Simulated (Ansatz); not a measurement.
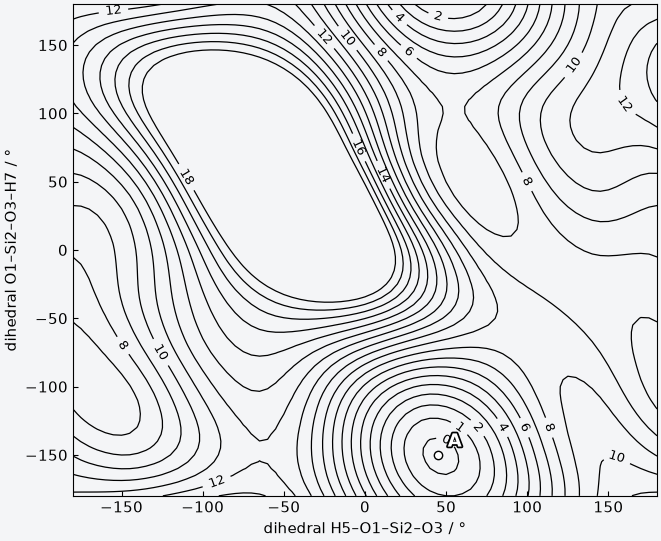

ClH3O2Si, SMILES O[SiH](O)Cl. 
- First axis: dihedral H5–O1–Si2–O3. Second axis: dihedral O1–Si2–O3–H7.
- Nothing is relaxed (all other coordinates rigid).
- Grid: 10 × 10 points.
- Energies are in kJ/mol, from the lowest grid point.
- Level of theory: RKS r2SCAN0-D4/def2-SVP (Ansatz 0.2.0).

In the figure: contour lines labelled in kJ/mol (none above 18), the point A. Between grid points the surface is interpolated.

**What is the easiest way out of the well at A, and how high is the barrier?**

The easiest path leads from the well at about dihedral H5–O1–Si2–O3 = 45°, dihedral O1–Si2–O3–H7 = −150° to the well at about dihedral H5–O1–Si2–O3 = 70°, dihedral O1–Si2–O3–H7 = 50°, about 6.5 kJ/mol higher. Its highest point lies about 7.2 kJ/mol above the bottom of the first well on the interpolated surface, at about dihedral H5–O1–Si2–O3 = 55°, dihedral O1–Si2–O3–H7 = 100°. Seen from the upper well the barrier is about 0.74 kJ/mol. The start is the relaxed structure and all else is held, so a fully relaxed path at this level can only be lower.

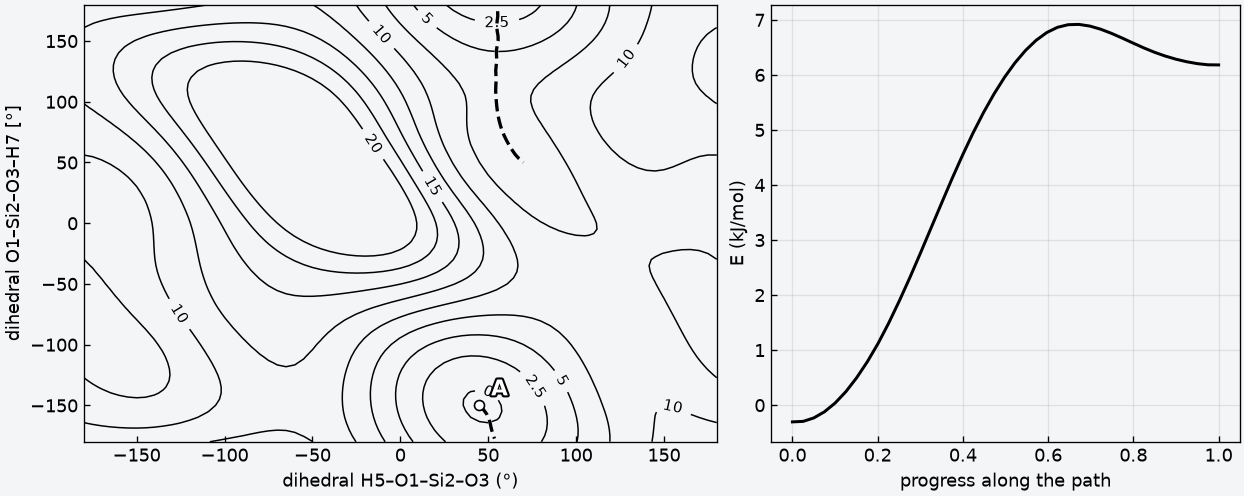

The picture shows contour lines labelled in kJ/mol (none above 20), a line along the lowest path, the energy along the path at the right. Between grid points the surface is interpolated.
